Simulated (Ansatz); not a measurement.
# CH₄OS₂Si: geometry optimisation

Aim: relax CH₄OS₂Si at this level.

Program: Ansatz 0.2.0. Level of theory: RHF/def2-SVP. These are calculated values, not measurements.

## 1. Where the work starts

SMILES `SC1(S)O[SiH2]1`, 9 atoms, charge 0, spin multiplicity 1.

Atoms are counted from 1 here; the program's logs count them from 0.

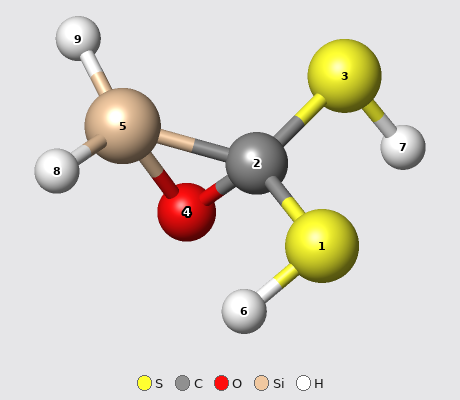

As it starts; sulfur yellow, carbon grey, oxygen red, silicon light orange, hydrogen white; atoms are numbered from 1 in the order of the file.

As a file:

```
S    -0.38646    0.41750   -1.95706
C     0.29904   -0.02244   -0.33194
S     1.96878   -0.69032   -0.52983
O     0.09565    0.95790    0.70718
Si   -0.66907   -0.52495    1.17097
H    -1.47438    1.09224   -1.47651
H     2.50472    0.44304   -1.08399
H    -2.16336   -0.49958    1.12343
H    -0.08640   -1.21968    2.36075
```

## 2. Relaxation

Input file input.yaml:

```yaml
crystal:
  periodic: [false, false, false]
  atoms:
    - { symbol: S, position_ang: [-0.386464, 0.417504, -1.957059] }
    - { symbol: C, position_ang: [0.299036, -0.022442, -0.331943] }
    - { symbol: S, position_ang: [1.968779, -0.690325, -0.529827] }
    - { symbol: O, position_ang: [0.09565, 0.957903, 0.707179] }
    - { symbol: Si, position_ang: [-0.669074, -0.524951, 1.170968] }
    - { symbol: H, position_ang: [-1.474384, 1.09224, -1.47651] }
    - { symbol: H, position_ang: [2.504716, 0.443038, -1.08399] }
    - { symbol: H, position_ang: [-2.163358, -0.499584, 1.123435] }
    - { symbol: H, position_ang: [-0.0864, -1.219683, 2.360747] }
basis:
  gaussian: { orbitals: def2-SVP }
hamiltonian:
  xc: hf
output:
  forces: true
relax:
  f_tol: 0.003
  max_steps: 120
```

Run with:

```sh
$ ansatz run input.yaml --threads 1 --pin off --max-ram 2560MiB --backend cpu --events-out ev --progress --plain --runs-dir out
```

The log of the run:

```text
Warning: RAYON_NUM_THREADS=1 ignored (pool sized by the plan → 1); use --threads N
The last accepted step is kept in <dir> (removed where the run ends without a failure and the disk answers)
Engine: ansatz 0.2.0, x86_64-unknown-linux-gnu
Functional definition: HF
  exchange = exact_x
  correlation = 0
1049 factors; integrals over basis functions are off by at most 3.8e-4 eV
mean field evaluation 1: about -32611.1828 eV, gradient 3.5e1 eV
mean field evaluation 2: about -32611.2707 eV, gradient 3.5e1 eV
mean field evaluation 4: about -32614.5414 eV, gradient 4.0e0 eV
mean field evaluation 8: about -32614.6200 eV, gradient 1.1e-1 eV
mean field -32614.62011473 eV, -1198.5651822327 hartree, gradient 2.0e-5 eV, S^2 0.000000; 0 other end points of the search recorded, 0 dependent functions left out
the calculation of the forces begins
reference -32614.62011473 eV, -1198.5651822327 hartree; 32, 32 occupied and 70, 70 virtual orbitals, 1049 factors
relax step   1: F+E_penalty+E_count = -32614.62011473 eV  Δ(F+E_penalty+E_count) = +0.000e0 eV  max|allowed force component| = 1.785e0 eV/Å  Δτ_max = 0.0000 Å  (37 SCF iters, accepted)
these checks for a lower state are left out or cut short: starts, cluster_reference, orbital_swaps, neighbouring_geometries, increment
1049 factors; integrals over basis functions are off by at most 3.3e-4 eV
mean field evaluation 16: about -32614.7269 eV, gradient 3.1e-4 eV
mean field -32614.72691319 eV, -1198.5691070037 hartree, gradient 2.4e-5 eV, S^2 0.000000; 0 other end points of the search recorded, 0 dependent functions left out
the calculation of the forces begins
reference -32614.72691319 eV, -1198.5691070037 hartree; 32, 32 occupied and 70, 70 virtual orbitals, 1049 factors
relax step   2: F+E_penalty+E_count = -32614.72691319 eV  Δ(F+E_penalty+E_count) = -1.068e-1 eV  max|allowed force component| = 9.983e-1 eV/Å  Δτ_max = 0.0505 Å  (35 SCF iters, accepted)
these checks for a lower state are left out or cut short: starts, cluster_reference, orbital_swaps, neighbouring_geometries, increment
1049 factors; integrals over basis functions are off by at most 3.1e-4 eV
mean field -32614.76161419 eV, -1198.5703822422 hartree, gradient 2.2e-5 eV, S^2 0.000000; 0 other end points of the search recorded, 0 dependent functions left out
the calculation of the forces begins
reference -32614.76161419 eV, -1198.5703822422 hartree; 32, 32 occupied and 70, 70 virtual orbitals, 1049 factors
relax step   3: F+E_penalty+E_count = -32614.76161419 eV  Δ(F+E_penalty+E_count) = -3.470e-2 eV  max|allowed force component| = 1.843e-1 eV/Å  Δτ_max = 0.0471 Å  (36 SCF iters, accepted)
these checks for a lower state are left out or cut short: starts, cluster_reference, orbital_swaps, neighbouring_geometries, increment
1049 factors; integrals over basis functions are off by at most 3.1e-4 eV
mean field evaluation 32: about -32614.7637 eV, gradient 1.4e-5 eV
mean field -32614.76372814 eV, -1198.5704599283 hartree, gradient 2.2e-5 eV, S^2 0.000000; 0 other end points of the search recorded, 0 dependent functions left out
the calculation of the forces begins
reference -32614.76372814 eV, -1198.5704599283 hartree; 32, 32 occupied and 70, 70 virtual orbitals, 1049 factors
relax step   4: F+E_penalty+E_count = -32614.76372814 eV  Δ(F+E_penalty+E_count) = -2.114e-3 eV  max|allowed force component| = 7.454e-2 eV/Å  Δτ_max = 0.0115 Å  (35 SCF iters, accepted)
these checks for a lower state are left out or cut short: starts, cluster_reference, orbital_swaps, neighbouring_geometries, increment
1049 factors; integrals over basis functions are off by at most 3.1e-4 eV
mean field -32614.76435794 eV, -1198.5704830729 hartree, gradient 2.2e-5 eV, S^2 0.000000; 0 other end points of the search recorded, 0 dependent functions left out
the calculation of the forces begins
reference -32614.76435794 eV, -1198.5704830729 hartree; 32, 32 occupied and 70, 70 virtual orbitals, 1049 factors
relax step   5: F+E_penalty+E_count = -32614.76435794 eV  Δ(F+E_penalty+E_count) = -6.298e-4 eV  max|allowed force component| = 6.892e-2 eV/Å  Δτ_max = 0.0189 Å  (35 SCF iters, accepted)
these checks for a lower state are left out or cut short: starts, cluster_reference, orbital_swaps, neighbouring_geometries, increment
1049 factors; integrals over basis functions are off by at most 3.1e-4 eV
mean field -32614.76466237 eV, -1198.5704942606 hartree, gradient 2.2e-5 eV, S^2 0.000000; 0 other end points of the search recorded, 0 dependent functions left out
the calculation of the forces begins
reference -32614.76466237 eV, -1198.5704942606 hartree; 32, 32 occupied and 70, 70 virtual orbitals, 1049 factors
relax step   6: F+E_penalty+E_count = -32614.76466237 eV  Δ(F+E_penalty+E_count) = -3.044e-4 eV  max|allowed force component| = 3.483e-2 eV/Å  Δτ_max = 0.0232 Å  (35 SCF iters, accepted)
these checks for a lower state are left out or cut short: starts, cluster_reference, orbital_swaps, neighbouring_geometries, increment
1049 factors; integrals over basis functions are off by at most 3.1e-4 eV
mean field -32614.76473186 eV, -1198.5704968144 hartree, gradient 2.4e-5 eV, S^2 0.000000; 0 other end points of the search recorded, 0 dependent functions left out
the calculation of the forces begins
reference -32614.76473186 eV, -1198.5704968144 hartree; 32, 32 occupied and 70, 70 virtual orbitals, 1049 factors
relax step   7: F+E_penalty+E_count = -32614.76473186 eV  Δ(F+E_penalty+E_count) = -6.949e-5 eV  max|allowed force component| = 9.241e-3 eV/Å  Δτ_max = 0.0105 Å  (29 SCF iters, accepted)
these checks for a lower state are left out or cut short: starts, cluster_reference, orbital_swaps, neighbouring_geometries, increment
1049 factors; integrals over basis functions are off by at most 3.1e-4 eV
mean field -32614.76473295 eV, -1198.5704968543 hartree, gradient 1.7e-5 eV, S^2 0.000000; 0 other end points of the search recorded, 0 dependent functions left out
the calculation of the forces begins
reference -32614.76473295 eV, -1198.5704968543 hartree; 32, 32 occupied and 70, 70 virtual orbitals, 1049 factors
relax step   8: F+E_penalty+E_count = -32614.76473295 eV  Δ(F+E_penalty+E_count) = -1.086e-6 eV  max|allowed force component| = 1.298e-2 eV/Å  Δτ_max = 0.0065 Å  (27 SCF iters, accepted)
these checks for a lower state are left out or cut short: starts, cluster_reference, orbital_swaps, neighbouring_geometries, increment
1049 factors; integrals over basis functions are off by at most 3.1e-4 eV
mean field evaluation 64: about -32614.7648 eV, gradient 1.6e-5 eV
mean field -32614.76475222 eV, -1198.5704975626 hartree, gradient 1.6e-5 eV, S^2 0.000000; 0 other end points of the search recorded, 0 dependent functions left out
the calculation of the forces begins
reference -32614.76475222 eV, -1198.5704975626 hartree; 32, 32 occupied and 70, 70 virtual orbitals, 1049 factors
relax step   9: F+E_penalty+E_count = -32614.76475222 eV  Δ(F+E_penalty+E_count) = -1.927e-5 eV  max|allowed force component| = 2.513e-3 eV/Å  Δτ_max = 0.0032 Å  (27 SCF iters, accepted)
1049 factors; integrals over basis functions are off by at most 3.1e-4 eV
mean field -32614.76475222 eV, -1198.5704975626 hartree, gradient 1.6e-5 eV, S^2 0.000000; 1 other end points of the search recorded, 0 dependent functions left out
the calculation of the forces begins
reference -32614.76475222 eV, -1198.5704975626 hartree; 32, 32 occupied and 70, 70 virtual orbitals, 1049 factors
Total energy: -32614.76475222 eV, -1198.5704975626 hartree
Atom 0 at    -0.403845     0.441665    -1.937155 Å, force    -0.000818     0.000023     0.000049 eV/Å
Atom 1 at     0.290741    -0.051925    -0.343691 Å, force    -0.002513    -0.000136     0.000540 eV/Å
Atom 2 at     1.960502    -0.679660    -0.534536 Å, force     0.001723    -0.000426     0.000592 eV/Å
Atom 3 at     0.125700     0.924594     0.686868 Å, force     0.000792     0.000214     0.001287 eV/Å
Atom 4 at    -0.657460    -0.468234     1.157658 Å, force    -0.000285    -0.000827    -0.001929 eV/Å
Atom 5 at    -1.517251     1.007670    -1.464508 Å, force     0.000364    -0.000114    -0.000463 eV/Å
Atom 6 at     2.508168     0.450463    -0.995041 Å, force     0.000286     0.000268    -0.000327 eV/Å
Atom 7 at    -2.123771    -0.435865     1.141532 Å, force     0.000110     0.000467     0.000375 eV/Å
Atom 8 at    -0.094283    -1.235007     2.271875 Å, force     0.000341     0.000532    -0.000124 eV/Å
Dipole moment:    -0.401328    -0.193294     0.345308 e Å
```

Run time: 45 s. Hardware: 1 thread of Intel Xeon Platinum 8259CL at 2.50GHz (Skylake/Cascade Lake), shared host; peak memory 0.23 GiB.

Along the way:

```tsv
step	energy from step 1 (eV)	largest force component (eV/Å)
1	0.0000	1.7854
2	-0.1068	0.9983
3	-0.1415	0.1843
4	-0.1436	0.0745
5	-0.1442	0.0689
6	-0.1445	0.0348
7	-0.1446	0.0092
8	-0.1446	0.0130
9	-0.1446	0.0025
```

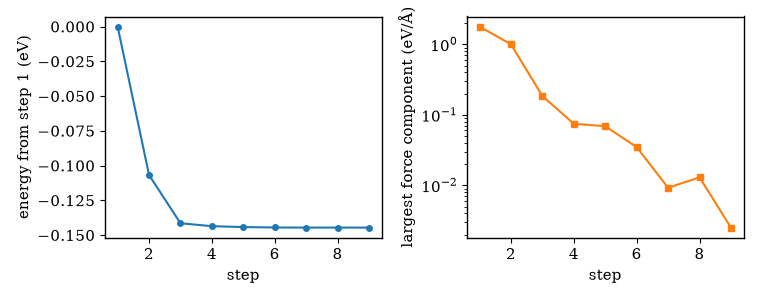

Energy and force, step by step.

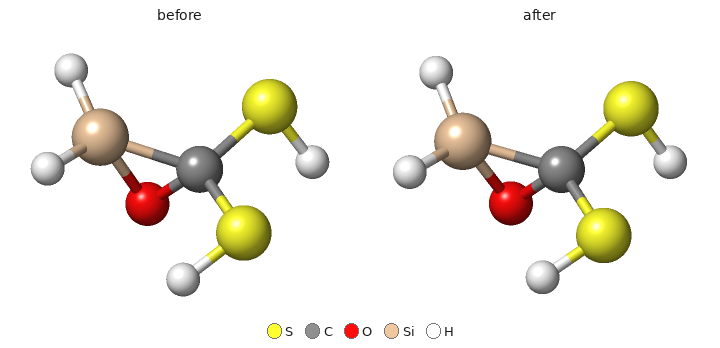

Before and after, at one scale.

Close pairs (by a distance rule), those that changed most:

```tsv
bond	before (Å)	after (Å)	change (Å)
O4–Si5	1.732	1.666	-0.066
C2–Si5	1.857	1.824	-0.033
S3–H7	1.371	1.338	-0.033
S1–H6	1.367	1.335	-0.032
Si5–H9	1.496	1.465	-0.031
Si5–H8	1.495	1.467	-0.028
C2–S3	1.809	1.794	-0.015
C2–O4	1.443	1.429	-0.014
```

## 3. Outcome

```
             quantity      value
        energy gained  0.1446 eV
root mean square move    0.066 Å
        dipole moment     2.71 D
```

**Reading.** Bond lengths: S1–C2 1.807 Å, S1–H6 1.335 Å, C2–S3 1.794 Å, C2–O4 1.429 Å, C2–Si5 1.824 Å, S3–H7 1.338 Å, O4–Si5 1.666 Å, Si5–H8 1.467 Å, Si5–H9 1.465 Å. Angles: C2–S1–H6 97.1°, S1–C2–S3 111.1°, S1–C2–O4 113.9°, S1–C2–Si5 126.0°, S3–C2–O4 115.0°, S3–C2–Si5 119.4°, O4–C2–Si5 60.2°, C2–S3–H7 97.0°, C2–O4–Si5 71.7°, C2–Si5–O4 48.1°, C2–Si5–H8 120.4°, C2–Si5–H9 123.1°, O4–Si5–H8 116.6°, O4–Si5–H9 118.2°, H8–Si5–H9 113.8°. No frequencies were computed here.
